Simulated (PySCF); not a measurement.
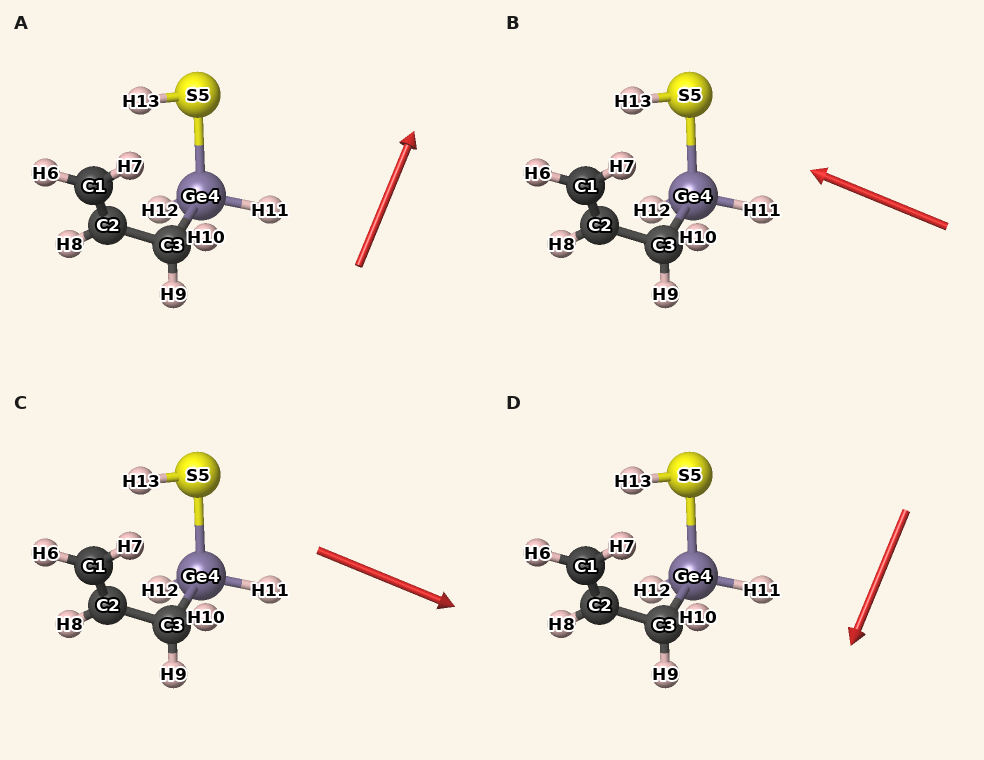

The same molecule four times, each with an arrow. The geometry was computed by an optimisation with PBE0-D3(BJ)/def2-SVP. No frequency run is at hand to confirm it as a minimum. Properties computed with mPW1PW91/pcSseg-1, gas phase (PySCF 2.14.0).

Question: Which arrow points along the dipole moment, from the negative to the positive end?

Answer: D. The dipole moment is 2.05 D; it points from the side of S5 to the side of H8, H9 (the outermost atoms at the two ends).
